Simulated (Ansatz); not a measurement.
# Direct or indirect: ZnS (P6_3mc)

```
CELL_PARAMETERS angstrom
3.81100 0.00000 0.00000
-1.90550 3.30042 0.00000
0.00000 0.00000 6.23400
ATOMIC_POSITIONS crystal
Zn 0.66667 0.33333 0.50000
Zn 0.33333 0.66667 0.00000
S 0.66667 0.33333 0.88500
S 0.33333 0.66667 0.38500
```

Method: Ansatz, PBE, independent particles, without spin-orbit coupling, line width 0.1 eV (Gaussian). The band structure gives a fundamental gap of 2.25 eV. The spectrum of vertical transitions near the edge:

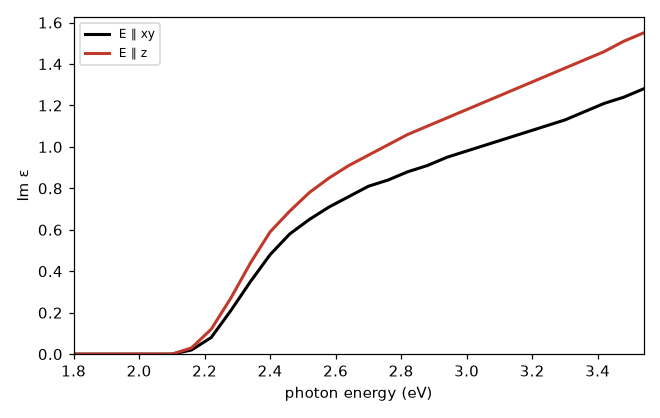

Question: Is the gap direct or indirect, and about where do vertical transitions set in?

Answer: Direct: the band path has its least direct gap at the fundamental one, 2.25 eV, and the curves rise from there. Lines are broadened by 0.1 eV, which spreads the edge.

[Logs are printed without paths, hosts, clocks, repeated set-up lines and the standing remarks that a program may print on its own settings, such as how far it seeks lower states.]
